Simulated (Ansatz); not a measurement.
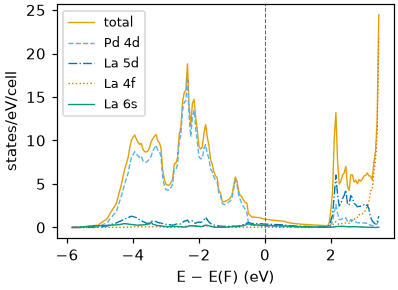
Total and projected density of states of LaPd₃ (Cu3Au type, Pm-3m), plane-wave PAW r²SCAN (Ansatz code)

Q: Which orbitals carry the states next to the Fermi level?

A: Within 0.5 eV of the Fermi level: La 5d 39 %, La 6s 25 %, Pd 4d 17 %, outside the projected shells 13 %. Projections are on Löwdin-orthogonalised atomic valence shells; empty p or d shells of many metals are not among them.

Q: Where is the tallest occupied peak in this window, and what makes it?

A: Near -2.3 eV, about 19 states/eV per cell; the largest projected share is Pd 4d.

The first step of the workflow began from a Materials Project structure, measured or hypothetical; the Crystallography Open Database files this formula in space group No. 221, but the cells were not matched. Its standing as an ambient phase is unchecked. The r²SCAN relaxation kept the symmetry of its start; whether a distortion lowers the energy is not shown. No spin polarisation was allowed. Scalar-relativistic: spin–orbit coupling is off unless named, which matters more the heavier the elements.

Potentials: the later of the program's two PAW sets.
